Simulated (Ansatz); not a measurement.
# CH$_{7}$BOSi$_{2}$ (SMILES OB1[SiH2]C1[SiH3]): what the fields show

Input

```
crystal:
  periodic: [false, false, false]
  atoms:
    - {symbol: O, position_ang: [-1.757354, 1.631335, 0.763043]}
    - {symbol: B, position_ang: [-1.042326, 0.517625, 0.553728]}
    - {symbol: Si, position_ang: [-0.728580, -1.401794, 0.439313]}
    - {symbol: C, position_ang: [0.436581, 0.115028, 0.597933]}
    - {symbol: Si, position_ang: [1.365079, 0.381011, -0.992535]}
    - {symbol: H, position_ang: [-2.705621, 1.489783, 0.698493]}
    - {symbol: H, position_ang: [-0.868180, -2.258767, 1.643481]}
    - {symbol: H, position_ang: [-0.534493, -2.208518, -0.790426]}
    - {symbol: H, position_ang: [1.070692, 0.329750, 1.459578]}
    - {symbol: H, position_ang: [1.861708, 1.778776, -1.110830]}
    - {symbol: H, position_ang: [0.454510, 0.115599, -2.140698]}
    - {symbol: H, position_ang: [2.524883, -0.545027, -1.087178]}
basis:
  gaussian: {orbitals: def2-TZVPP}
hamiltonian: {xc: pbe0, dispersion: d4}
output: {orbitals: {seedname: orbitals}}
```

Launched as:

```sh
ansatz run in.yaml --threads 4 --pin off --events-out ev --progress --plain --max-ram 10444MiB
```

Geometry: PBE0-D4/def2-TZVP.

Level of theory: Ansatz, RKS PBE0-D4/def2-TZVPP.

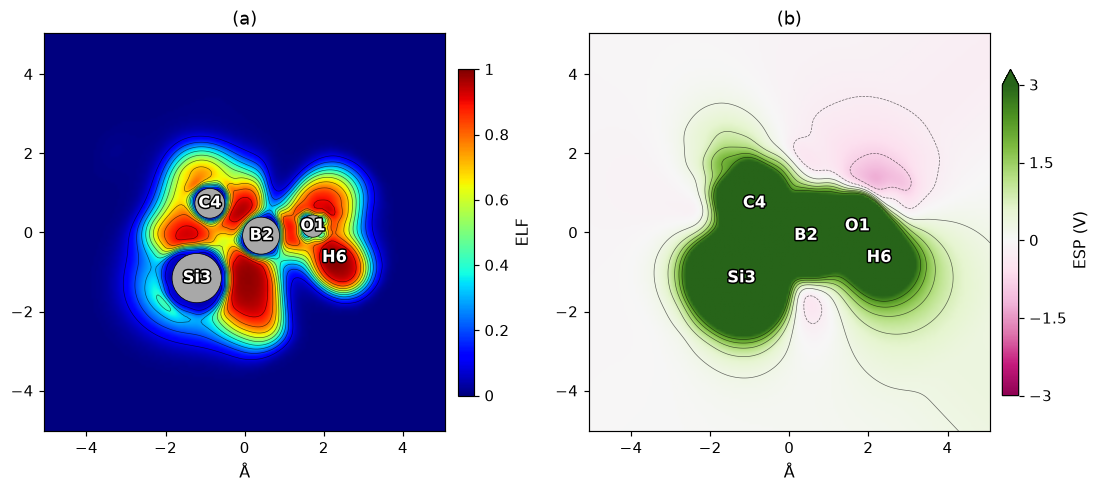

Figure 1. (a) ELF; (b) electrostatic potential on the plane of atoms B2, Si3 and C4. Grey discs cover the atomic cores in the ELF map.

Interpret the plot.

- Atoms in the plane: O, B, Si, C and H.
- B–O (1.34 Å): the ELF peaks at about 0.90 between the atoms (a polar covalent bond).
- C–B (1.53 Å): the ELF peaks at about 0.95 between the atoms: a covalent bond.
- Si–B (1.95 Å): the ELF peaks at about 0.85 between the atoms, as expected for a shared electron pair.
- O–H (0.96 Å): the ELF climbs to about 1 towards the hydrogen, as it does in any bond to H; an ordinary covalent bond to hydrogen.
- C–Si (1.92 Å): the ELF peaks at about 0.85 between the atoms, as expected for localised, covalent bonding.
- The ELF also peaks beside O1, away from the bonds: lone-pair regions.
- Outside the dense part of the molecule the potential is most negative (−1.3 V) near O1.

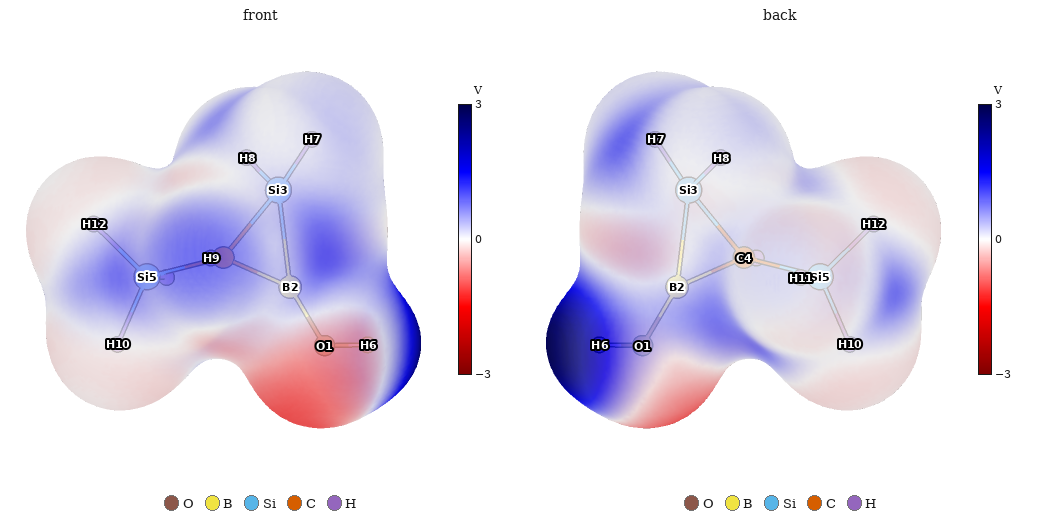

Figure 2. The molecular electrostatic potential painted on the density surface at 0.002 e/bohr³, seen from the front and from behind; the colour scale runs from red (negative) to blue (positive).

Describe the electrostatic potential map.

The most negative region (about −1.0 V) lies over O1, the most positive (about +2.9 V) over H6. O1 is the likeliest acceptor of a hydrogen bond.

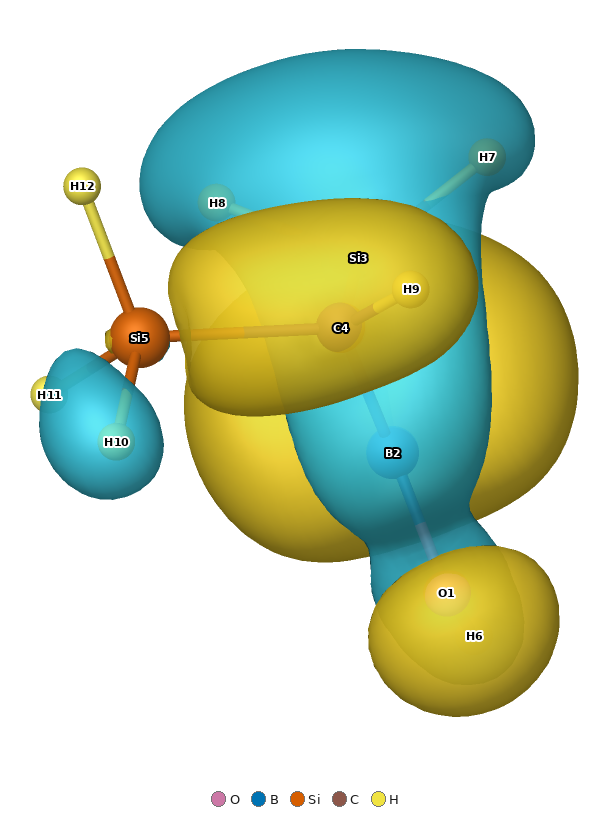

Figure 3. The HOMO at ±0.06 Å⁻³ᐟ² (yellow and cyan are the two phases), seen at an oblique angle.

Describe this orbital and give its energy.

Its weight (Hirshfeld) is mainly on Si3 (about 40 %), B2 (about 25 %), C4 (about 15 %) and O1 (about 5 %). Its energy is −6.60 eV.
